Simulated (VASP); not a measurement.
Band structure of InAs (space group Fm-3m). All values below come from r2SCAN meta-GGA, VASP's PBE PAW potentials (set 64) (plane waves; VASP).

Unless said otherwise, spin-orbit coupling is left out, though it shifts the bands of the heavy elements here.

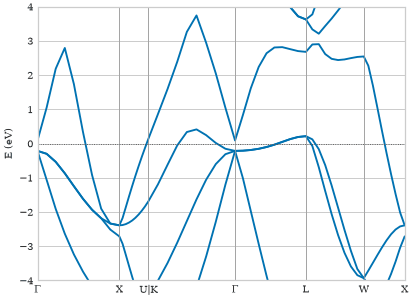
Figure. Bands along high-symmetry lines, zero at the valence-band maximum or, without a gap, the Fermi level

Task: Read the plot: is there a gap, and where are the band edges?

Result: It has no gap at this level: it comes out as a metal or semimetal.

The structure comes from a computed database's InAs entry (Fm-3m); how it stands against other phases isn't given here. It was relaxed first.
